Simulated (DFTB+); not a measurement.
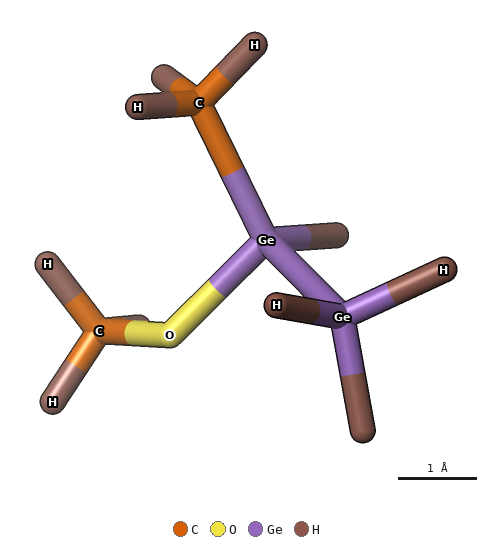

Figure 1. The structure as given in the input (stick view, seen at a tilt). Sticks mark near contacts. Bond lengths as drawn: C–Ge 1.99 Å, C–H 1.09 Å, C–O 1.41 Å, Ge–Ge 2.39 Å, Ge–H 1.50 to 1.54 Å and Ge–O 1.78 Å.

**Run report: C2H10Ge2O, energy and gradient calculation**

System: C2H10Ge2O, SMILES C[O][GeH]([CH3])[GeH3].
Method: GFN1-xTB, R-SCC, dispersion built in (DFTB+ 25.1).

The geometry comes from this level: GFN2-xTB.

The program's output:
```
|  DFTB+ development version (commit: a23bfb2)

Reading input file 'dftb_in.hsd'
Parser version: 14

--------------------------------------------------------------------------------

Processed input in HSD format written to 'dftb_pin.hsd'

Starting initialization...
--------------------------------------------------------------------------------
OpenMP threads:              1
Chosen random seed:          197383875
Current stacksize:           unlimited
Mode:                        Static calculation
Self consistent charges:     Yes
SCC-tolerance:                 0.100000E-04
Max. scc iterations:                    100
Shell resolved Hubbard:      Yes
Spin polarisation:           No
Nr. of up electrons:            16.000000
Nr. of down electrons:          16.000000
Periodic boundaries:         No
Electronic solver:           Relatively robust
Mixer:                       DIIS mixer
Mixing parameter:                  0.100000
Nr. of chrg. vectors to mix:              6
Max. SCC-cycles:                        100
tblite library version:      0.3.0
-> parametrization:          GFN1-xTB
-> repulsion:                Yes
-> dispersion:               Yes
-> halogen bonding:          Yes
-> electrostatics:           Yes
   -> isotropic:             Yes
   -> anisotropic:           No
   -> third-order:           Yes
Electronic temperature:              0.950045E-03 H      0.258520E-01 eV
Initial charges:             Set automatically (system chrg:   0.000E+00)
Included shells:             C:  s, p
                             O:  s, p
                            Ge:  s, p, d
                             H:  s, s2
Extra options:
                             Mulliken analysis
                             Force calculation
Force type                   original

--------------------------------------------------------------------------------

***  Geometry step: 0

 iSCC Total electronic   Diff electronic      SCC error
    1   -0.17317608E+02    0.00000000E+00    0.13600144E+01
    2   -0.41172026E+02   -0.17317608E+02    0.88975291E+01
    3   -0.12853195E+02   -0.23854418E+02    0.24815574E+01
    4   -0.26638608E+02    0.28318831E+02    0.74023905E+01
    5   -0.15953016E+02   -0.13785414E+02    0.21776766E+01
    6   -0.16438111E+02    0.10685592E+02    0.14979422E+01
    7   -0.17238222E+02   -0.48509452E+00    0.11940030E+01
    8   -0.17211091E+02   -0.80011098E+00    0.11373566E+01
    9   -0.37360038E+02    0.27131421E-01    0.76780761E+01
   10   -0.17323966E+02   -0.20148947E+02    0.10514283E+01
   11   -0.17155767E+02    0.20036072E+02    0.13248042E+01
   12   -0.17566040E+02    0.16819896E+00    0.78020240E+00
   13   -0.17741035E+02   -0.41027230E+00    0.52672710E+00
   14   -0.17676685E+02   -0.17499573E+00    0.57849815E+00
   15   -0.17755617E+02    0.64350614E-01    0.43616798E+00
   16   -0.17774593E+02   -0.78932263E-01    0.20202810E+00
   17   -0.17803288E+02   -0.18976140E-01    0.26317957E-01
   18   -0.17803499E+02   -0.28695436E-01    0.65336474E-02
   19   -0.17803501E+02   -0.21023725E-03    0.56059825E-02
   20   -0.17803522E+02   -0.19055756E-05    0.24066711E-02
   21   -0.17803526E+02   -0.21565790E-04    0.41867909E-03
   22   -0.17803526E+02   -0.34687057E-05    0.24428347E-03
   23   -0.17803526E+02   -0.18045411E-06    0.13711053E-03
   24   -0.17803526E+02   -0.11168275E-07    0.13128308E-04
   25   -0.17803526E+02   -0.21180099E-07    0.11297993E-04
   26   -0.17803526E+02    0.57685412E-10    0.31782320E-05

Total Energy:                      -17.6557865408 H         -480.4384 eV
Extrapolated to 0K:                -17.6557865408 H         -480.4384 eV
Total Mermin free energy:          -17.6557865408 H         -480.4384 eV
Force related energy:              -17.6557865408 H         -480.4384 eV

--------------------------------------------------------------------------------
--------------------------------------------------------------------------------
SCC                                    +       0.03 ( 73.2%)       0.04 ( 77.1%)
--------------------------------------------------------------------------------
Missing                                +       0.01 ( 26.8%)       0.01 ( 22.9%)
Total                                  =       0.04 (100.0%)       0.05 (100.0%)
--------------------------------------------------------------------------------
```

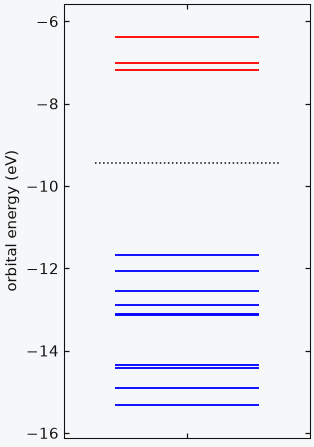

Figure 2. Orbital energies near the frontier; the dotted line parts filled from empty levels, and levels within 0.02 eV of each other stand side by side. Highest filled −11.68 eV, lowest empty −7.19 eV, 4.49 eV apart.

This output came from the following input.

Input file (dftb_in.hsd):
```
Geometry = GenFormat {
  <<< "start.gen"
}

Hamiltonian = xTB {
  Method = "GFN1-xTB"
  MaxSCCIterations = 100
  Mixer = DIIS {
    InitMixingParameter = 0.1
  }
}

Analysis = {
  PrintForces = Yes
}

Options = {
  WriteResultsTag = Yes
}

ParserOptions = {
  ParserVersion = 14
}
```

File start.gen:
```
15 C
C O Ge H
   1  1     -2.054550      0.817600      0.982110
   2  2     -1.035600      0.844720      0.013550
   3  3      0.585370      0.137320      0.213190
   4  1      0.414660     -1.790590      0.673950
   5  3      1.506510      0.695930     -1.915460
   6  4     -2.907800      1.360540      0.572390
   7  4     -1.738470      1.302300      1.910500
   8  4     -2.363210     -0.205800      1.211640
   9  4      1.224810      0.853610      1.414440
  10  4     -0.193410     -2.297640     -0.071770
  11  4     -0.053000     -1.917950      1.647220
  12  4      1.391000     -2.265260      0.701130
  13  4      2.999260      0.540080     -1.980760
  14  4      0.989630     -0.175780     -3.021170
  15  4      1.234800      2.100900     -2.350960
```

Launch command:
```bash
dftb+ > output.log
```

Summary:

- outcome: converged
- Mermin free energy: −17.655787 hartree
- basis functions: 50
- largest force: 0.853 eV/Å
- HOMO: −11.68 eV
- LUMO: −7.19 eV
- dipole moment: 3.03 D
- hardware: 1 thread of AMD EPYC (Zen 3), 24 GiB of memory available, shared host
- peak memory: 0.073 GiB

Notes:

Settings chosen away from the usual ones: mixer_damping.
